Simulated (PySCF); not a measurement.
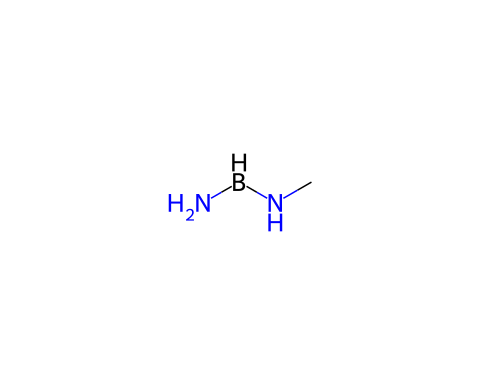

Source: calculation with PySCF.

> Write the SMILES.

CNBN

> What is the molecular formula?

CH7BN2.

> An optimisation with PBE0-D3(BJ)/def2-SVP gave a structure of which point group?

Cs. Other conformers may differ.
